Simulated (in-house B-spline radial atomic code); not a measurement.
# Ar⁴⁺: excited configurations

How much energy does it take to promote electrons of Ar⁴⁺ to other shells? Each configuration is solved by itself and compared with the reference.

Method: Dirac-Hartree-Fock, average of configuration, Fermi nucleus, basis-set limit. Code: in-house B-spline radial atomic code version 1.

## (1) The system

* element: argon (Z = 18)
* charge: +4
* electrons: 14
* configuration: [Ne] 3s2 3p2
* Hamiltonian: Dirac-Coulomb
* nucleus: Fermi, rms radius 3.427 fm

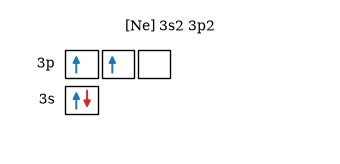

Occupation of the outer shells (arrows by Hund's rule).

The boxes draw the filling by Hund's rule, which heavy ions in jj coupling don't follow; these runs average over all states of the configuration.

Settings, as recorded:

```ini
Z = 18
electrons = 14.0
configuration = [Ne] 3s2 3p2
hamiltonian = dirac
method = hf
spin_polarised = False
nucleus = fermi
rms_radius = 3.4274
mass_number = 40
atomic_mass = 39.96238312204
speed_of_light = 137.035999084
```

From the earlier run of the reference: total energy -523.536032 hartree. Levels, eight at most:

```csv
orbital,occupation,energy (eV),<r> (bohr)
1s1/2,2,-3312.36,0.08561
2s1/2,2,-405.77,0.4084
2p1/2,2,-329.98,0.3722
2p3/2,4,-327.66,0.3744
3s1/2,2,-89.308,1.262
3p1/2,0.666667,-73.424,1.341
3p3/2,1.33333,-73.156,1.345
```

## (2) Run with [Ne] 3s1 3p2 4p1

Settings, as recorded:

```ini
Z = 18
electrons = 14.0
configuration = [Ne] 3s1 3p2 4p1
hamiltonian = dirac
method = hf
spin_polarised = False
nucleus = fermi
rms_radius = 3.4274
mass_number = 40
atomic_mass = 39.96238312204
speed_of_light = 137.035999084
```

## (3) Configuration [Ne] 3s1 3p2 7f1

The settings differ from step 2 so:

```diff
@@ -2,3 +2,3 @@
 electrons = 14.0
-configuration = [Ne] 3s1 3p2 4p1
+configuration = [Ne] 3s1 3p2 7f1
 hamiltonian = dirac
```

## (4) [Ne] 3s2 3p1 7g1

The settings differ from step 3 so:

```diff
@@ -2,3 +2,3 @@
 electrons = 14.0
-configuration = [Ne] 3s1 3p2 7f1
+configuration = [Ne] 3s2 3p1 7g1
 hamiltonian = dirac
```

## (5) [Ne] 3s2 3p1 5g1

The settings differ from step 4 so:

```diff
@@ -2,3 +2,3 @@
 electrons = 14.0
-configuration = [Ne] 3s2 3p1 7g1
+configuration = [Ne] 3s2 3p1 5g1
 hamiltonian = dirac
```

## (6) [Ne] 3s2 3p1 5s1

The settings differ from step 5 so:

```diff
@@ -2,3 +2,3 @@
 electrons = 14.0
-configuration = [Ne] 3s2 3p1 5g1
+configuration = [Ne] 3s2 3p1 5s1
 hamiltonian = dirac
```

## (7) [Ne] 3s1 3p2 7d1

The settings differ from step 6 so:

```diff
@@ -2,3 +2,3 @@
 electrons = 14.0
-configuration = [Ne] 3s2 3p1 5s1
+configuration = [Ne] 3s1 3p2 7d1
 hamiltonian = dirac
```

## (8) Run with [He] 2s2 2p5 3s2 3p2 3d1

The settings differ from step 7 so:

```diff
@@ -2,3 +2,3 @@
 electrons = 14.0
-configuration = [Ne] 3s1 3p2 7d1
+configuration = [He] 2s2 2p5 3s2 3p2 3d1
 hamiltonian = dirac
```

## (9) [Ne] 3s2 3p1 4d1

The settings differ from step 8 so:

```diff
@@ -2,3 +2,3 @@
 electrons = 14.0
-configuration = [He] 2s2 2p5 3s2 3p2 3d1
+configuration = [Ne] 3s2 3p1 4d1
 hamiltonian = dirac
```

How far above the reference does each configuration lie (order and size, in eV)?

As calculated:

| net move | configuration | energy above the reference (eV) | with Breit, QED, recoil (eV) | largest <r> (bohr) |
| --- | --- | --- | --- | --- |
| 3p → 4d | [Ne] 3s2 3p1 4d1 | 48.090 | 48.077 | 3.54 |
| 3p → 5s | [Ne] 3s2 3p1 5s1 | 52.007 | 51.998 | 4.95 |
| 3s → 4p | [Ne] 3s1 3p2 4p1 | 56.749 | 56.727 | 3.10 |
| 3p → 5g | [Ne] 3s2 3p1 5g1 | 59.207 | 59.195 | 5.49 |
| 3p → 7g | [Ne] 3s2 3p1 7g1 | 65.874 | 65.861 | 12.7 |
| 3s → 7d | [Ne] 3s1 3p2 7d1 | 81.251 | 81.225 | 12.9 |
| 3s → 7f | [Ne] 3s1 3p2 7f1 | 81.746 | 81.720 | 13.2 |
| 2p → 3d | [He] 2s2 2p5 3s2 3p2 3d1 | 269.56 | 269.42 | 1.38 |

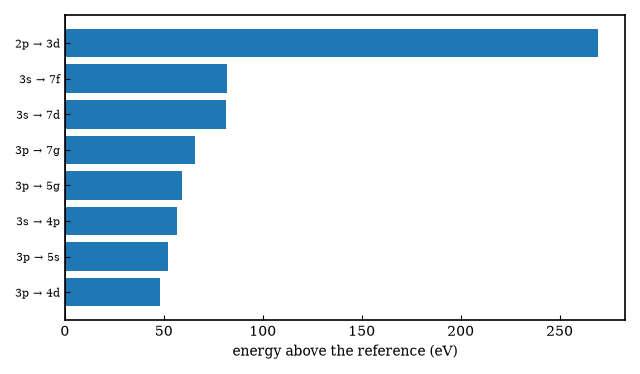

The configurations in order of energy, labelled by the net move of electrons.

Quantum defects of the promoted electron, δ = n − ζ/√(−2ε) with ζ = 5 and ε its orbital energy in hartree:

| promotion | δ |
| --- | --- |
| 3p → 4d | 0.293 |
| 3p → 5s | 0.958 |
| 3s → 4p | 0.744 |
| 3p → 5g | 0.002 |
| 3p → 7g | 0.004 |
| 3s → 7d | 0.287 |
| 3s → 7f | 0.056 |

What this shows: The lowest of them is 3p → 4d at 48.090 eV and the highest 2p → 3d at 269.56 eV. 3 of them lie more than 2 % above the ionisation threshold that Koopmans' theorem gives (73.156 eV), where such states can decay by emitting an electron. Of those tabulated, the defect is largest for 5s (0.96) and least for 5g (0.00): low angular momentum penetrates the core, high angular momentum stays outside it. Two partly filled shells share a symmetry and can mix in the average, which may lower the energy, for: 3s → 4p; 2p → 3d. These are averages over configurations, without correlation, not spectroscopic levels.
